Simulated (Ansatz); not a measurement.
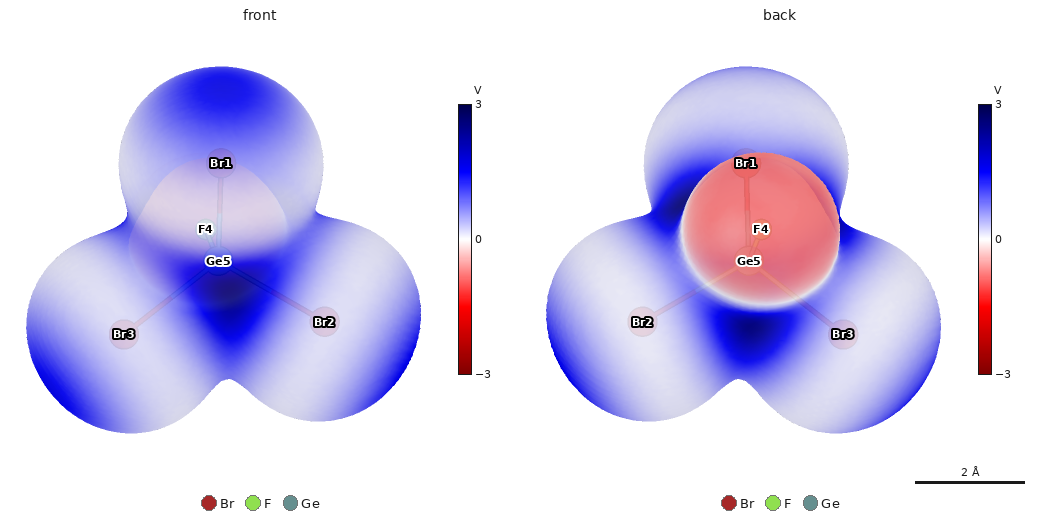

Figure. Br3FGe. The molecular electrostatic potential painted on the density surface at 0.004 e/bohr³, seen from the front and from behind; red is negative and blue positive.

Geometry: PBE0-D4/def2-SVP.

Method: isolated molecule in a Gaussian basis; Kohn-Sham density functional theory, functional PBE0 (Ansatz).

```xyz
5

Br   -1.3025    1.3756    1.1808
Br   -0.9567   -0.7039   -1.9215
Br    2.0850    0.8007   -0.3235
F     0.2071   -1.4797    0.9955
Ge    0.0170   -0.0664    0.0271
```

Describe the electrostatic potential map.

The most negative region (about −0.8 V, or −18 kcal/mol for a unit charge) lies over F4, the most positive (about +2.5 V, or +58 kcal/mol for a unit charge) over Ge5. Br1 shows a σ-hole: about +1.6 V, or +37 kcal/mol for a unit charge at the tip opposite its bond, against about +0.1 V on its flanks. Br2 shows a σ-hole: about +1.6 V, or +37 kcal/mol for a unit charge at the tip opposite its bond, against about +0.1 V on its flanks. Br3 shows a σ-hole: about +1.6 V, or +37 kcal/mol for a unit charge at the tip opposite its bond, against about +0.1 V on its flanks.
